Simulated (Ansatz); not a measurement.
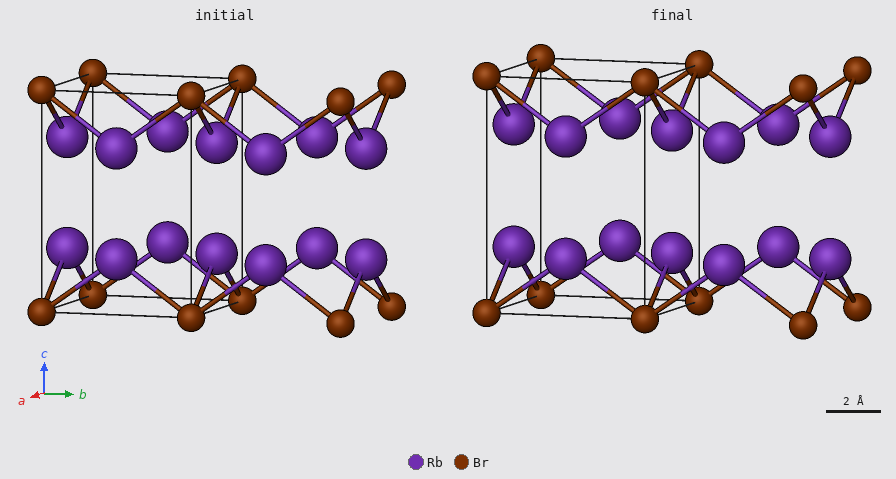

The structure of solid Rb4Br (a generated structure, set up in P4/mmm) before (left) and after (right) a relaxation, at one scale.

The picture is a ball-and-stick view of the cell of the calculation, repeated 1 × 2 × 1 with one cell outlined, seen slightly off an axis.

Level of theory: Ansatz 0.2.0, DFT PBE, scalar-relativistic, plane waves, PAW.

Input file:
```yaml
crystal:
  lattice:
    - [5.91306824, 0.0, 0.0]
    - [0.0, 5.91306824, 0.0]
    - [0.0, 0.0, 8.3623413]
  atoms:
    - { symbol: Rb, position: [0.5, 0.0, 0.25] }
    - { symbol: Rb, position: [0.0, 0.5, 0.75] }
    - { symbol: Rb, position: [0.5, 0.0, 0.75] }
    - { symbol: Rb, position: [0.0, 0.5, 0.25] }
    - { symbol: Br, position: [0.0, 0.0, 0.0] }
basis:
  ecutwfc: 420
kpoints:
  mp_grid: { grid: [6, 6, 6] }
hamiltonian:
  xc: pbe
scf:
  occupations: { method: gaussian, width: 0.1 }
output:
  forces: true
  stress: true
  eigenvalues: true
  write_density: true
  write_potential: true
  elf: true
  volumetric_format: npy
relax:
  adjacent_minimum: "off"
  f_tol: 0.01
  max_steps: 80
  cell: { stress_tol: 0.05 }
```

Command:
```bash
ansatz run input.yaml --threads 1 --pin off --max-ram 2048MiB --backend cpu --events-out ev --progress --plain --runs-dir out
```

**What changed between the two?**

Over 4 accepted moves (5 points after the start) the energy falls by 31.8 meV per atom. Largest force component: 0.029 eV/Å at the start, 0.0013 eV/Å at the end. The pressure goes from 1.01 to 0.00 GPa. At 1 point the geometry stayed and the basis and grid were re-selected for the new cell (energy shift of 0.1 meV per atom at most each time). The largest moves relative to the cell, 0.075 Å, are those of Rb1, Rb2, Rb3 and Rb4. Rb2 goes along +c. Br stays in place. The volume changes by +19.6 %, with a = b 5.913 → 6.262 Å (+5.9 %), c 8.362 → 8.920 Å (+6.7 %). Near-neighbour distances that change, for instance: Rb1–Br5 3.621 → 3.801 Å. The space group stays P4/mmm (No. 123). The run took 110 s on 1 thread of Arm Neoverse V2, on a shared host, peak memory 0.62 GiB.
